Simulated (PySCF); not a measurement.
**B₃ClH₄O₂: electronic excitations and core binding energies**

Aim: predict the electronic excitations and core binding energies of B₃ClH₄O₂ (`BOB(Cl)OB`).

The runs use PySCF 2.14.0, with density-fitted response routines of our own; the level of theory stands in each step. All values are computed, except where a source is named. Atoms count from 0, in the outputs and in this text.

**1. The starting structure**

10 atoms, charge 0, multiplicity 1; geometry from: GFN2-xTB.

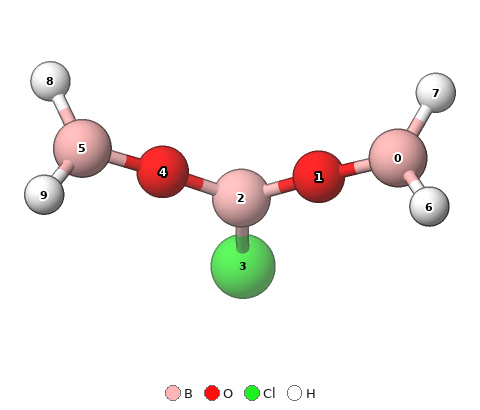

The starting geometry (boron pink, oxygen red, chlorine green, hydrogen white), atoms numbered; sticks join atoms by distance.

**2. Excited states and response: CAM-B3LYP/def2-SVPD**

The job: settings as JSON, then the geometry in Å.

```
{"job": {"kind": "uv", "xc": "CAM-B3LYP", "basis": "def2-SVPD", "nstates": 8, "ntriplets": 3}, "charge": 0, "multiplicity": 1}
B     -2.337257    -0.263006     0.210268
O     -1.134181     0.205669    -0.003458
B      0.046953     0.742742    -0.216162
Cl     0.156874     2.513481    -0.282889
O      1.151899     0.049771    -0.383774
B      2.286151    -0.580773    -0.552814
H     -2.693225    -0.441857     1.318723
H     -3.030653    -0.502099    -0.711436
H      2.614158    -0.886048    -1.642001
H      2.948164    -0.833225     0.388174
```

Method: TDDFT CAM-B3LYP/def2-SVPD, vertical, gas phase, core orbitals frozen in the response.

Command:

```bash
$ OMP_NUM_THREADS=1 python probes_run.py task.json out
```

The driver reads the jobs from task.json and runs them one after another.

What it wrote:

```text
coarse grid: 9536 points
cycle   1  E = -687.1895189788  dE =  9.494e-01  |g| = 7.977e-01  |ddm| = 4.448e+00
cycle   2  E = -687.1473686825  dE =  4.215e-02  |g| = 9.786e-01  |ddm| = 2.131e+00
cycle   3  E = -687.3119265459  dE = -1.646e-01  |g| = 6.674e-02  |ddm| = 9.761e-01
cycle   4  E = -687.3128558475  dE = -9.293e-04  |g| = 3.407e-02  |ddm| = 2.364e-01
cycle   5  E = -687.3131599831  dE = -3.041e-04  |g| = 3.469e-03  |ddm| = 6.781e-02
cycle   6  E = -687.3131632604  dE = -3.277e-06  |g| = 1.125e-03  |ddm| = 1.082e-02
final grid: 89280 points
cycle   7  E = -687.4140733970  dE = -3.650e-05  |g| = 2.194e-03  |ddm| = 6.435e-02
cycle   8  E = -687.4140740798  dE = -6.828e-07  |g| = 1.969e-03  |ddm| = 9.751e-03
cycle   9  E = -687.4140747766  dE = -6.968e-07  |g| = 3.374e-04  |ddm| = 2.397e-03
cycle  10  E = -687.4140748010  dE = -2.437e-08  |g| = 2.004e-04  |ddm| = 6.737e-04
cycle  11  E = -687.4140748093  dE = -8.309e-09  |g| = 1.869e-05  |ddm| = 3.070e-04
cycle  12  E = -687.4140748094  dE = -1.098e-10  |g| = 6.672e-06  |ddm| = 5.218e-05
converged SCF energy = -687.4140748094

Static polarisability (au): isotropic 63.533, principal 51.615 63.182 75.803

Singlet excitations
state   eV       nm        f      main configurations
  1   5.8734    211.1   0.00000   H->L 0.69, H-1->L+1 0.21
  2   5.9758    207.5   0.00000   H->L+1 0.56, H-1->L 0.32, H-3->L 0.09
  3   7.8720    157.5   0.05103   H-2->L 0.94
  4   7.8985    157.0   0.00000   H->L+2 0.84
  5   8.0110    154.8   0.00116   H-1->L 0.65, H->L+1 0.26
  6   8.1233    152.6   0.00001   H-2->L+3 0.92
  7   8.2326    150.6   0.00035   H-1->L+1 0.71, H->L 0.21
  8   8.2475    150.3   0.09730   H-1->L+2 0.84

Triplet excitations (Tamm-Dancoff, eV): 5.3453 5.4109 7.4368
```

It took 31 s on 1 thread of Arm Neoverse N1, shared host; peak memory 0.71 GiB.

The orbitals next to the gap, with their largest atomic shares:

```tsv
orbital	eV	atoms
HOMO−3	-11.51	Cl3 43 %, B0 10 %, B5 10 %
HOMO−2	-10.63	Cl3 82 %, O4 5 %, O1 5 %
HOMO−1	-10.42	Cl3 42 %, B0 9 %, B5 9 %
HOMO	-10.04	O4 18 %, O1 18 %, B5 14 %
LUMO	-0.10	B0 22 %, B5 22 %, O1 13 %
LUMO+1	0.23	B5 24 %, B0 24 %, O4 12 %
LUMO+2	0.67	B2 36 %, B5 22 %, B0 22 %
```

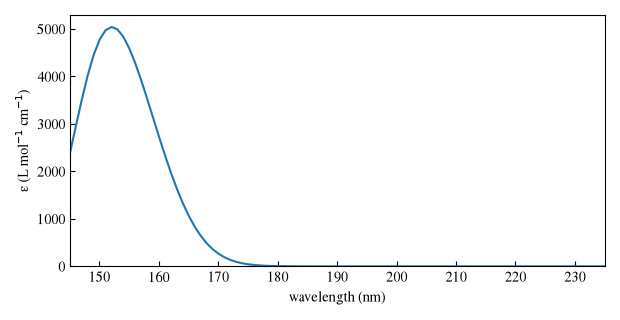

Absorption spectrum: each of the 8 states is a Gaussian band of 0.4 eV half-width at 1/e. Beyond the last state computed it falls off for lack of states.

Ground-state properties from the same run:

```tsv
property	computed
dipole moment (D)	1.17
polarisability (Å³)	9.41
HOMO–LUMO gap (eV)	9.94
−ε(HOMO) (eV)	10.04
```

**3. Core-electron binding energies: SCAN, X2C**

Settings changed since step 2:

```diff
@@ -1,2 +1,2 @@
-{"job": {"kind": "uv", "xc": "CAM-B3LYP", "basis": "def2-SVPD", "nstates": 8, "ntriplets": 3}, "charge": 0, "multiplicity": 1}
+{"job": {"kind": "xps"}, "charge": 0, "multiplicity": 1}
 B     -2.337257    -0.263006     0.210268
```

With the program's defaults for keys left out, this is: delta-SCF UKS SCAN, pcX-2 on the ionised atom, pcseg-1 elsewhere, spin-free X2C.

What it wrote:

```text
ground state, core basis on atom 0 (B), 139 functions
  cycle   1  E = -688.94640165  |g| = 7.84e-01
  cycle   2  E = -688.70246917  |g| = 1.38e+00
  cycle   3  E = -689.05447099  |g| = 1.52e-01
  cycle   4  E = -689.05986654  |g| = 4.68e-02
  cycle   5  E = -689.06044870  |g| = 9.27e-03
  cycle   6  E = -689.06046995  |g| = 3.21e-03
  cycle   7  E = -689.06047178  |g| = 2.39e-03
  cycle   8  E = -689.06047289  |g| = 4.60e-04
  E(ground) = -689.07694645 Eh
hole in B 1s of atom 0
  cycle   1  E = -681.40856040  |g| = 1.15e+00
  cycle   2  E = -679.64814010  |g| = 1.76e+00
  cycle   3  E = -681.60383302  |g| = 5.65e-01
  cycle   4  E = -681.75603396  |g| = 3.14e-01
  cycle   5  E = -681.78656127  |g| = 1.92e-01
  cycle   6  E = -681.59363713  |g| = 4.00e-01
  cycle   7  E = -681.79930691  |g| = 6.17e-02
  cycle   8  E = -681.61735790  |g| = 3.77e-01
  cycle   9  E = -681.80196587  |g| = 2.48e-02
  cycle  10  E = -681.61572409  |g| = 3.78e-01
  cycle  11  E = -681.61922140  |g| = 3.74e-01
  cycle  12  E = -681.61940373  |g| = 3.74e-01
  cycle  13  E = -681.61699303  |g| = 3.76e-01
  cycle  14  E = -681.80062586  |g| = 4.79e-02
  cycle  15  E = -681.75441781  |g| = 2.17e-01
  cycle  16  E = -681.68493286  |g| = 3.23e-01
  cycle  17  E = -681.79740353  |g| = 7.30e-02
  cycle  18  E = -681.80270574  |g| = 9.59e-03
  cycle  19  E = -681.79620060  |g| = 8.06e-02
  cycle  20  E = -681.67693568  |g| = 3.29e-01
  cycle  21  E = -681.75364861  |g| = 2.18e-01
  cycle  22  E = -681.78562153  |g| = 1.29e-01
  cycle  23  E = -681.79371163  |g| = 9.35e-02
  cycle  24  E = -681.80084100  |g| = 4.36e-02
  cycle  25  E = -681.79881200  |g| = 6.13e-02
  cycle  26  E = -681.80171606  |g| = 3.23e-02
  cycle  27  E = -681.80191283  |g| = 2.93e-02
  cycle  28  E = -681.80272802  |g| = 9.34e-03
  cycle  29  E = -681.80257653  |g| = 1.45e-02
  cycle  30  E = -681.80276551  |g| = 6.49e-03
  cycle  31  E = -681.80278775  |g| = 5.19e-03
  cycle  32  E = -681.80281630  |g| = 2.67e-04
  cycle  33  E = -681.80281402  |g| = 1.23e-03
  cycle  34  E = -681.80281564  |g| = 1.98e-04
  E(ion) = -681.81874006 Eh   <S^2> = 0.9158   hole on atom = 1.000   binding energy = 197.506 eV
ground state, core basis on atom 1 (O), 139 functions
  cycle   1  E = -689.09653823  |g| = 1.13e-01
  cycle   2  E = -689.09395573  |g| = 1.41e-01
  cycle   3  E = -689.09700326  |g| = 4.53e-02
  cycle   4  E = -689.09734659  |g| = 6.04e-03
  cycle   5  E = -689.09735321  |g| = 6.01e-04
  cycle   6  E = -689.09735451  |g| = 2.40e-04
  E(ground) = -689.10923855 Eh
hole in O 1s of atom 1
  cycle   1  E = -668.43850318  |g| = 2.23e+00
  cycle   2  E = -667.97071598  |g| = 2.18e+00
  cycle   3  E = -669.16322872  |g| = 4.76e-01
  cycle   4  E = -669.20372969  |g| = 3.41e-01
  cycle   5  E = -669.25558720  |g| = 6.30e-02
  cycle   6  E = -669.25634635  |g| = 3.93e-02
  cycle   7  E = -669.25708501  |g| = 3.86e-03
  cycle   8  E = -669.25709436  |g| = 1.16e-03
  cycle   9  E = -669.25709433  |g| = 2.92e-04
  E(ion) = -669.26903276 Eh   <S^2> = 0.7606   hole on atom = 1.000   binding energy = 539.879 eV
ground state, core basis on atom 2 (B), 139 functions
  cycle   1  E = -689.06304261  |g| = 1.25e-01
  cycle   2  E = -689.05777981  |g| = 2.06e-01
  cycle   3  E = -689.06550516  |g| = 1.98e-02
  cycle   4  E = -689.06555241  |g| = 1.34e-02
  cycle   5  E = -689.06558904  |g| = 1.43e-03
  cycle   6  E = -689.06559206  |g| = 6.92e-04
  cycle   7  E = -689.06558990  |g| = 8.02e-05
  E(ground) = -689.08300490 Eh
hole in B 1s of atom 2
  cycle   1  E = -681.33425448  |g| = 1.19e+00
  cycle   2  E = -679.80013046  |g| = 2.00e+00
  cycle   3  E = -681.63452437  |g| = 4.34e-01
  cycle   4  E = -681.72204545  |g| = 2.07e-01
  cycle   5  E = -681.73478229  |g| = 1.18e-01
  cycle   6  E = -681.74072496  |g| = 1.40e-02
  cycle   7  E = -681.74085644  |g| = 9.38e-03
  cycle   8  E = -681.74088791  |g| = 8.68e-03
  cycle   9  E = -681.74092489  |g| = 3.03e-03
  cycle  10  E = -681.74093161  |g| = 1.62e-03
  cycle  11  E = -681.74093385  |g| = 2.28e-04
  E(ion) = -681.75632848 Eh   <S^2> = 0.7909   hole on atom = 1.000   binding energy = 199.369 eV
ground state, core basis on atom 3 (Cl), 150 functions
  cycle   1  E = -689.25079632  |g| = 4.86e-01
  cycle   2  E = -689.25088899  |g| = 5.34e-02
  cycle   3  E = -689.25059617  |g| = 5.76e-02
  cycle   4  E = -689.25107249  |g| = 1.76e-02
  cycle   5  E = -689.25113247  |g| = 2.67e-03
  cycle   6  E = -689.25113434  |g| = 4.55e-04
  E(ground) = -689.25021758 Eh
hole in Cl 1s of atom 3
  cycle   1  E = -584.04993542  |g| = 5.47e+00
  cycle   2  E = -584.05707060  |g| = 2.26e+00
  cycle   3  E = -584.75974580  |g| = 1.01e+00
  cycle   4  E = -585.26241735  |g| = 2.47e-01
  cycle   5  E = -585.27200974  |g| = 1.84e-01
  cycle   6  E = -585.28424316  |g| = 3.41e-02
  cycle   7  E = -585.28463623  |g| = 1.27e-02
  cycle   8  E = -585.28470895  |g| = 4.38e-03
  cycle   9  E = -585.28471789  |g| = 1.47e-03
  cycle  10  E = -585.28472053  |g| = 9.46e-04
  cycle  11  E = -585.28472070  |g| = 5.69e-04
  cycle  12  E = -585.28472035  |g| = 1.06e-04
  E(ion) = -585.29247976 Eh   <S^2> = 0.7520   hole on atom = 1.000   binding energy = 2828.834 eV
hole in Cl 2p of atom 3
  cycle   1  E = -681.18563947  |g| = 1.70e+00
  cycle   2  E = -681.28276853  |g| = 1.19e+00
  cycle   3  E = -681.60700656  |g| = 2.83e-01
  cycle   4  E = -681.63007857  |g| = 1.76e-01
  cycle   5  E = -681.64090762  |g| = 3.22e-02
  cycle   6  E = -681.64130815  |g| = 1.17e-02
  cycle   7  E = -681.64137252  |g| = 4.00e-03
  cycle   8  E = -681.64137899  |g| = 1.22e-03
  cycle   9  E = -681.64137991  |g| = 3.30e-04
  E(ion) = -681.64929518 Eh   <S^2> = 0.7516   hole on atom = 1.001   binding energy = 206.832 eV
  2p3/2 = 206.243 eV   2p1/2 = 207.897 eV
```

Wall time 59 s (1 thread of Arm Neoverse N1, shared host); peak memory 0.48 GiB.

Binding energies by hole, beside the orbital energy of the ground state; the difference holds orbital relaxation and, for a density functional, its self-interaction error:

```tsv
hole	stands for	environment	ΔSCF (eV; 2p as the shell's mean)	−ε (eV)	⟨S²⟩
B1s on B0	B0, B5	boron bonded to O, 2 H	197.51 (doubtful)	181.3	0.916
O1s on O1	O1, O4	oxygen bonded to 2 B	539.88	518.1	0.761
B1s on B2	B2	boron bonded to Cl, 2 O	199.37	183.5	0.791
Cl1s on Cl3	Cl3	chlorine bonded to B	2828.83	2763.6	0.752
Cl2p on Cl3	Cl3	chlorine bonded to B	206.79	193.5	0.752
```

Each hole run stands for the others of its class of like atoms.

Doubtful: the ion did not converge, its hole moved, or its ⟨S²⟩ is well above 0.75.

With the spin-orbit splitting: Cl3 2p3/2 206.24, 2p1/2 207.90 eV. The table gives each 2p level as the mean over the whole 2p shell (two parts 2p3/2, one part 2p1/2), which differs a little from the single hole in the log.

**4. What came out**

| quantity | value |
| --- | --- |
| lowest singlet (CAM-B3LYP/def2-SVPD) | 5.87 eV (211 nm), f = 0.000 |
| brightest single state of those computed | state 8, 8.25 eV, f = 0.097 |
| lowest triplet | 5.35 eV |
| O1s binding energies, SCAN/pcX-2 | O1 539.88 eV |
| B1s binding energies, SCAN/pcX-2 (standing for 1 of 3 atoms) | B2 199.37 eV |
| Cl1s binding energies, SCAN/pcX-2 | Cl3 2828.83 eV |
| Cl2p binding energies, SCAN/pcX-2 | Cl3 206.79 eV |

The lowest singlet, at 5.87 eV, is HOMO→LUMO 0.69, HOMO−1→LUMO+1 0.21 and is dark; of the 8 states computed, the strongest absorption comes from state 8 at 8.25 eV (the last computed, so partners may be missing). The lowest triplet lies 0.53 eV below the lowest singlet (triplets in Tamm-Dancoff, singlets in full TDDFT).
